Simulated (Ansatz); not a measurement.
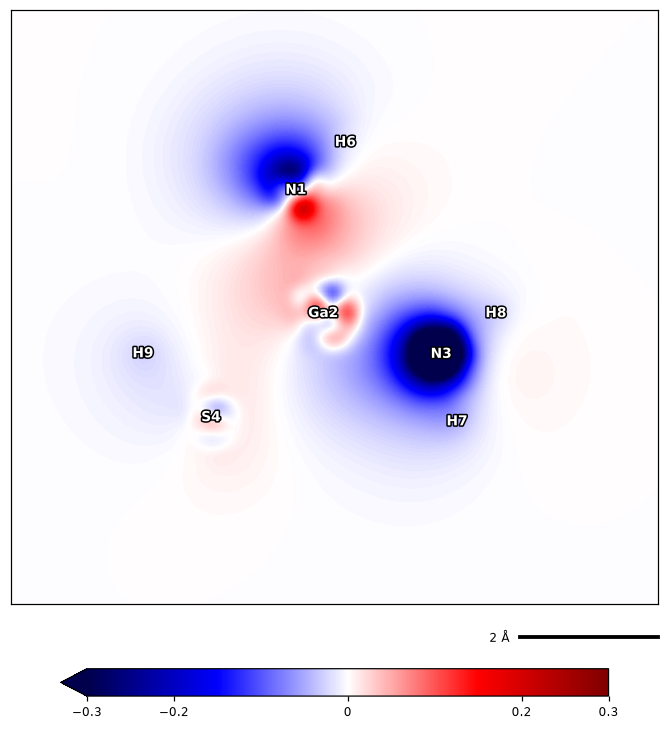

*GaH₅N₂S. The HOMO on the plane of atoms N1, Ga2 and S4 (values in Å⁻³ᐟ²; the overall sign is arbitrary).*

Geometry: PBE0-D4/def2-TZVP.

Computed with Ansatz, RKS PBE0-D4/def2-TZVPP.

Input file:

```
crystal:
  periodic: [false, false, false]
  atoms:
    - {symbol: N, position_ang: [0.347236, 0.587677, -1.456444]}
    - {symbol: Ga, position_ang: [-0.149335, -0.015659, 0.185087]}
    - {symbol: N, position_ang: [0.588321, -1.512786, 0.898198]}
    - {symbol: S, position_ang: [-1.810345, 0.937580, 1.276752]}
    - {symbol: H, position_ang: [0.098709, 1.512019, -1.765503]}
    - {symbol: H, position_ang: [1.204483, 0.281318, -1.885800]}
    - {symbol: H, position_ang: [0.396107, -1.788331, 1.846075]}
    - {symbol: H, position_ang: [1.472514, -1.874080, 0.583304]}
    - {symbol: H, position_ang: [-2.059090, 1.825861, 0.301132]}
basis:
  gaussian: {orbitals: def2-TZVPP}
hamiltonian: {xc: pbe0, dispersion: d4}
output: {orbitals: {seedname: orbitals}}
```

Run with:

```sh
ansatz run in.yaml --threads 4 --pin off --events-out ev --progress --plain --max-ram 10444MiB
```

> What is the character of this orbital?

It lies mainly on N3 (about 45 %), N1 (about 30 %) and Ga2 (about 10 %); largely a combination of lone pairs on N3 and N1. Its energy is −7.07 eV.
